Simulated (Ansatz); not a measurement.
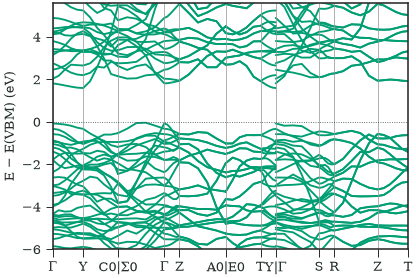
*Band structure from DFT-r²SCAN in the program Ansatz with PAW potentials*

Q: Read off the gap and where the band edges lie.

A: About 1.6 eV (1.59 eV by a search for the band edges); maximum on the Σ0–Γ line, 51 % of the way from Σ0, minimum at Y.

The material is Ta₃N₅ in space group Cmcm (No. 63; Pearson symbol oS32).

The first step of the workflow began from a Materials Project structure, measured or hypothetical; the Crystallography Open Database files this formula in space group No. 63, but the cells were not matched. Its standing as an ambient phase is unchecked. The r²SCAN relaxation kept the symmetry of its start; whether a distortion lowers the energy is not shown. The run is not spin-polarised. Spin–orbit coupling is left out wherever it is not named.

Potentials: the later of the program's two PAW sets.
